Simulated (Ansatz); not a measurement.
# ClFH2OZn: the cost of one run

All numbers below are computed with Ansatz 0.2.0 (RKS PBE0/def2-SVP).

### 1 The starting structure

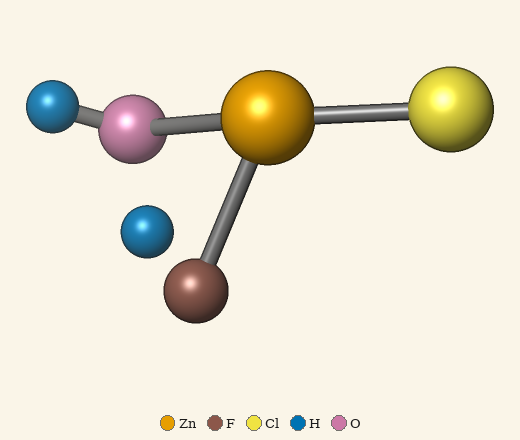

Start, viewed from a chosen angle; zinc amber, fluorine brown, chlorine yellow, hydrogen blue, oxygen pink.

Coordinates:

```xyz
6

Zn    0.4115   -0.6575   -0.7732
F    -0.2784   -0.8156    1.2320
Cl   -0.4428   -1.9844   -2.1163
H    -0.3031    0.3634    0.9863
O    -0.0449    1.2830    0.1457
H     0.6577    1.8111    0.5254
```

### 2 Pulling towards end A

Springs on the bonds that form and break draw the guess towards this end; the thresholds are loose.

input.yaml

```yaml
crystal:
  periodic: [false, false, false]
  atoms:
    - { symbol: Zn, position_ang: [0.4115, -0.6575, -0.7732] }
    - { symbol: F, position_ang: [-0.2784, -0.8156, 1.232] }
    - { symbol: Cl, position_ang: [-0.4428, -1.9844, -2.1163] }
    - { symbol: H, position_ang: [-0.3031, 0.3634, 0.9863] }
    - { symbol: O, position_ang: [-0.0449, 1.283, 0.1457] }
    - { symbol: H, position_ang: [0.6577, 1.8111, 0.5254] }
basis:
  gaussian: { orbitals: def2-SVP }
hamiltonian:
  xc: pbe0
relax:
  f_tol: 0.15
  max_steps: 25
  restrain:
    - { distance: [0, 4], at: 3.18, k: 30.0 }
    - { distance: [3, 1], at: 2.18, k: 30.0 }
    - { distance: [0, 1], at: 1.79, k: 30.0 }
    - { distance: [3, 4], at: 0.97, k: 30.0 }
```

Command:

```console
> ansatz run input.yaml --threads 2 --pin off --max-ram 3072MiB --backend cpu --events-out ev --progress --plain --runs-dir out
```

What time and memory should one allow on 2 threads of Arm Neoverse V1, shared host?

About 19 s, with a peak of 0.18 GiB.
